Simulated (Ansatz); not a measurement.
# Fields on a plane of Na (hcp, Mg type)

```
CELL_PARAMETERS angstrom
      3.76305     0.00000     0.00000
     -1.88152     3.25889     0.00000
      0.00000     0.00000     6.15358
ATOMIC_POSITIONS crystal
  Na 0.33333 0.66667 0.25000
  Na 0.66667 0.33333 0.75000
```

The slice is a (1 -1 0 0) plane (indices of the conventional cell) through the point (0.667, 0.333, 0.750) (fractional), spanned by u = [110] and v = [001] in vectors of this cell: u (3.76 Å) and v (6.15 Å, at 90° to u). It covers one period; positions are fractions (u, v).

Atoms on it: Na at (0.00, 0.00).

All values below come from r2SCAN (plane waves to 500 eV, PAW, scalar-relativistic; Ansatz, a program for electronic structure). k mesh 14×14×8. These are valence fields of a PAW run, semicore shells included where kept as valence: close to a nucleus they are smooth pseudo fields. Na was relaxed with its symmetry unable to fall. This is one of several known forms of Na; the measured ambient cells at hand have space group No. 229.

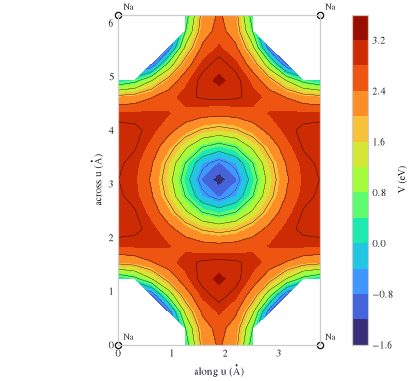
Electrostatic potential energy of an electron, from the cell's mean, in eV, one period of the plane, atoms marked. Points within 1 Å of a nucleus are left white, as the pseudised field means little there. The zero, the cell's mean, hangs on the PAW cores.

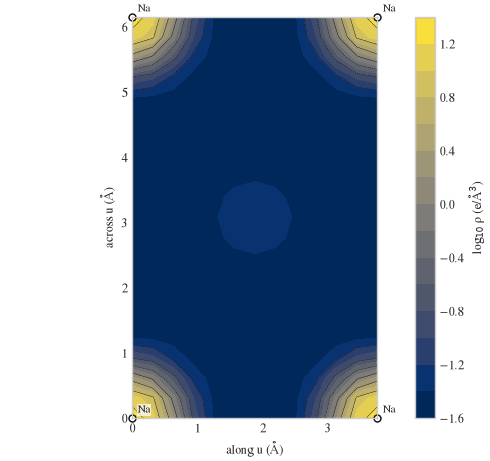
Fig. 1. Log₁₀ of the valence density in e/Å³, one period of the plane, atoms marked. The scale is logarithmic, as a density can span decades between atoms and voids.
